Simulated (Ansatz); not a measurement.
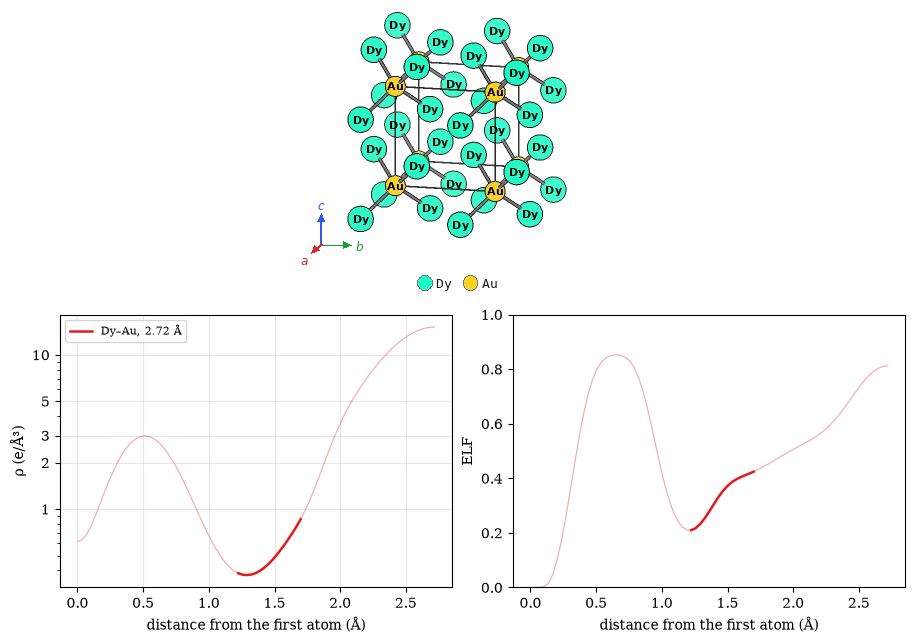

*Dy$_{4}$Au. Valence electron density and electron localisation function along straight lines between neighbouring atoms. Thin, pale parts lie inside the atomic spheres. The structure is drawn too.*

Space group P-43m; a structure generated by program, which may or may not match a known phase; computed without spin polarisation; no Hubbard U on the f states and no spin–orbit coupling.

The calculation used Ansatz, DFT PBE, scalar-relativistic, plane waves, PAW; 4f electrons in the core of a trivalent norm-conserving potential.

The density is the valence pseudo-density of a pseudopotential calculation; it isn't the true density close to the nuclei.

Question: What can be read from the curves?

Answer: Dy–Au (2.72 Å): the density is about 0.39 e/Å³ at the midpoint; the ELF is about 0.30 at the midpoint: no localised pair shows between them.
